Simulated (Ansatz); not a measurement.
# One shape, several levels: doublet C2H3BFN+

Wanted: a comparison of 6 runs (UB3LYP/6-31G*, UCAM-B3LYP/def2-SVP, USVWN5/def2-SVP, RPA@PBE0/def2-SVP, UCCSD/def2-SVP, UCCSD(T)/def2-SVP) of doublet C2H3BFN+. 

The calculation is run with Ansatz 0.2.0.

122 further runs of the same task are left out: 122 set aside as unsound or not needed.

## Step 1: The structure to begin with

C2H3BFN+: 8 atoms, total charge +1, spin state doublet. As SMILES of the parent species, `FB1C=NC1`. The shape is that of a PBE0-D4/def2-TZVP optimisation. That shape belongs to the parent species and isn't relaxed for this state.

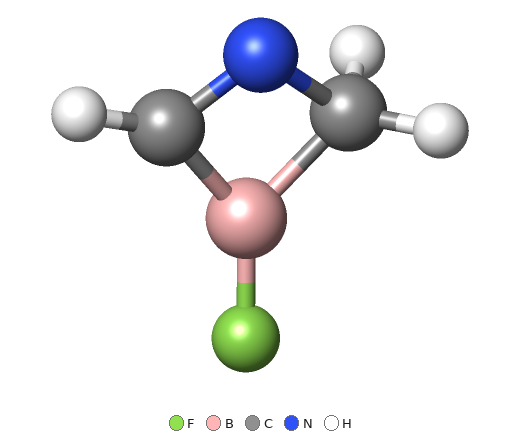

Viewed from a chosen angle; fluorine green, boron pink, carbon grey, nitrogen blue, hydrogen white.

## Step 2: The energy at UB3LYP/6-31G(d) (Cartesian functions) (run 1)

File input.yaml:

```yaml
basis:
  gaussian:
    orbitals: "6-31G*"
crystal:
  periodic: [false, false, false]
  atoms:
    - {symbol: F, position_ang: [0.213200, -1.007300, 1.918400]}
    - {symbol: B, position_ang: [-0.024100, -0.304800, 0.836200]}
    - {symbol: C, position_ang: [0.319000, 1.128500, 0.345800]}
    - {symbol: "N", position_ang: [0.303900, 0.728600, -0.881200]}
    - {symbol: C, position_ang: [-0.301700, -0.640600, -0.682300]}
    - {symbol: H, position_ang: [0.656500, 2.120900, 0.633900]}
    - {symbol: H, position_ang: [0.257100, -1.432700, -1.186200]}
    - {symbol: H, position_ang: [-1.331600, -0.649700, -1.040300]}
total_charge: 1
magnetization:
  spin_polarized: true
  initial_magnetization: 1
hamiltonian:
  xc: {name: B3LYP}
accuracy: high
output:
  orbitals: {seedname: orbitals}
```

The run is started by

```console
ansatz run input.yaml --threads 1 --pin off --max-ram 3480MiB --events-out events.jsonl --progress --plain --runs-dir runs
```

Log:

```text
Warning: RAYON_NUM_THREADS=1 ignored (pool sized by the plan → 1); use --threads N
Functional definition: B3LYP
  name "B3LYP"
  parameter a0 = 0.2
  parameter ax = 0.72
  parameter ac = 0.81
  exchange = (1 - a0 - ax)*slater_x + ax*b88_x + a0*exact_x
  correlation = (1 - ac)*vwn_rpa_c + ac*lyp_c
1841 factors; integrals over basis functions are off by at most 3.6e-9 eV
mean field evaluation 1: about -6988.3480 eV, gradient 4.5e1 eV
mean field evaluation 2: about -6981.6612 eV, gradient 6.5e1 eV
mean field evaluation 4: about -6995.8414 eV, gradient 3.3e0 eV
mean field evaluation 8: about -6995.9973 eV, gradient 6.5e-1 eV
mean field evaluation 16: about -6996.0023 eV, gradient 5.3e-3 eV
mean field evaluation 32: about -6996.0023 eV, gradient 6.8e-7 eV
mean field -6996.00230902 eV, -257.0983427960 hartree, gradient 6.1e-8 eV, S^2 0.758720; 2 other end points of the search recorded, 0 dependent functions left out
reference -6996.00233931 eV, -257.0983439090 hartree; 18, 17 occupied and 63, 64 virtual orbitals, 1841 factors
Total energy: -6996.00233931 eV, -257.0983439090 hartree
```

Wall time 13 s (1 thread of Arm Neoverse V2, shared host); peak memory 0.34 GiB.

## Step 3: The energy at UCAM-B3LYP/def2-SVP (run 2)

File molecule.yaml:

```yaml
crystal:
  periodic: [false, false, false]
  atoms:
    - {symbol: F, position_ang: [0.213200, -1.007300, 1.918400]}
    - {symbol: B, position_ang: [-0.024100, -0.304800, 0.836200]}
    - {symbol: C, position_ang: [0.319000, 1.128500, 0.345800]}
    - {symbol: "N", position_ang: [0.303900, 0.728600, -0.881200]}
    - {symbol: C, position_ang: [-0.301700, -0.640600, -0.682300]}
    - {symbol: H, position_ang: [0.656500, 2.120900, 0.633900]}
    - {symbol: H, position_ang: [0.257100, -1.432700, -1.186200]}
    - {symbol: H, position_ang: [-1.331600, -0.649700, -1.040300]}
basis:
  gaussian:
    orbitals: def2-SVP
total_charge: 1
magnetization:
  spin_polarized: true
  initial_magnetization: 1
hamiltonian:
  xc: {name: CAM-B3LYP}
accuracy: high
output: {orbitals: {seedname: orbitals}}
```

The run is started by

```console
ansatz run molecule.yaml --threads 1 --pin off --max-ram 3480MiB --events-out events.jsonl --progress --plain --runs-dir runs
```

Log:

```text
Warning: RAYON_NUM_THREADS=1 ignored (pool sized by the plan → 1); use --threads N
Functional definition: CAM-B3LYP
  name "CAM-B3LYP"
  parameter alpha = 0.19
  parameter beta = 0.46
  parameter omega = 0.33/bohr
[... 1 set-up line as earlier in the session ...]
  exchange = (1 - alpha - beta)*b88_x + beta*b88_x_sr(omega) + alpha*exact_x + beta*exact_x_lr(omega)
  correlation = (1 - ac)*vwn5_c + ac*lyp_c
2018 factors; integrals over basis functions are off by at most 3.5e-9 eV
370 factors; integrals over basis functions are off by at most 2.2e-9 eV
mean field evaluation 1: about -6981.2575 eV, gradient 4.0e1 eV
mean field evaluation 2: about -6980.4179 eV, gradient 4.7e1 eV
mean field evaluation 4: about -6987.3210 eV, gradient 1.6e0 eV
mean field evaluation 8: about -6987.5326 eV, gradient 6.0e-1 eV
mean field evaluation 16: about -6987.5483 eV, gradient 2.9e-2 eV
mean field evaluation 32: about -6987.5484 eV, gradient 1.1e-5 eV
mean field -6987.54842799 eV, -256.7876683984 hartree, gradient 5.1e-8 eV, S^2 0.761700; 2 other end points of the search recorded, 0 dependent functions left out
reference -6987.54844527 eV, -256.7876690332 hartree; 18, 17 occupied and 67, 68 virtual orbitals, 2018 factors
Total energy: -6987.54844527 eV, -256.7876690332 hartree
```

It took 16 s on 1 thread of Arm Neoverse V2, shared host; peak memory 0.41 GiB.

Runs 3 to 5 aren't shown in full; the table further down has their settings and results.

## Step 4: A single-point energy at UCCSD(T)/def2-SVP (run 6)

File job.yaml:

```yaml
crystal:
  periodic: [false, false, false]
  atoms:
    - {symbol: F, position_ang: [0.213200, -1.007300, 1.918400]}
    - {symbol: B, position_ang: [-0.024100, -0.304800, 0.836200]}
    - {symbol: C, position_ang: [0.319000, 1.128500, 0.345800]}
    - {symbol: "N", position_ang: [0.303900, 0.728600, -0.881200]}
    - {symbol: C, position_ang: [-0.301700, -0.640600, -0.682300]}
    - {symbol: H, position_ang: [0.656500, 2.120900, 0.633900]}
    - {symbol: H, position_ang: [0.257100, -1.432700, -1.186200]}
    - {symbol: H, position_ang: [-1.331600, -0.649700, -1.040300]}
basis:
  gaussian:
    orbitals: def2-SVP
total_charge: 1
magnetization:
  spin_polarized: true
  initial_magnetization: 1
correlation:
  method: ccsd_t
  frozen_orbitals: {B: 1, C: 1, F: 1, H: 0, "N": 1}
accuracy: high
scf:
  omitted_lower_state_checks: [cluster_reference, increment]
```

The run is started by

```console
ansatz run job.yaml --threads 1 --pin off --max-ram 3480MiB --events-out events.jsonl --progress --plain --runs-dir runs
```

Log:

```text
Warning: RAYON_NUM_THREADS=1 ignored (pool sized by the plan → 1); use --threads N
[... 12 lines left out ...]
5 core orbitals not correlated: weight in the atoms' cores, before any rotation towards them, 1.000 or more for the frozen orbitals, at most 0.000 for the correlated occupied ones
[... 37 lines left out ...]
Total energy: -6972.43422217 eV, -256.2322315792 hartree
Checks for a lower state left out: cluster_reference, increment
```

Wall time 92 s (1 thread of Arm Neoverse V2, shared host); peak memory 1 GiB.

## Step 5: Overview of the runs

| run | level | Cartesian functions | frozen core orbitals | energy (Eh) | ⟨S²⟩ | wall time |
| --- | --- | --- | --- | --- | --- | --- |
| 1 | UB3LYP/6-31G* (Cartesian functions) | yes | – | -257.098344 | 0.759 | 13 s |
| 2 | UCAM-B3LYP/def2-SVP | no | – | -256.787669 | 0.762 | 16 s |
| 3 | USVWN5/def2-SVP | no | – | -254.831378 | 0.755 | 5.1 s |
| 4 | RPA@PBE0/def2-SVP | no | 5 | -256.434020 | 0.762 | 19 s |
| 5 | UCCSD/def2-SVP | no | 5 | -256.209440 | 1.001 | 72 s |
| 6 | UCCSD(T)/def2-SVP | no | 5 | -256.232232 | 1.001 | 92 s |

## Step 6: What came out

```
                                          quantity          value
                               run 6: total energy  -256.23223 Eh
run 6: correlation energy (5 core orbitals frozen)     -700.0 mEh
                             run 6: (T) correction     -22.79 mEh
          run 6: ⟨S²⟩ of the reference determinant          1.001
                              run 6: T1 diagnostic          0.039
```

**Reading.** Totals of different functionals can't be ranked against each other. Spin contamination of the reference: run 5 ⟨S²⟩ = 1.00, run 6 ⟨S²⟩ = 1.00. All runs together took 3.6 min, the longest 92 s.
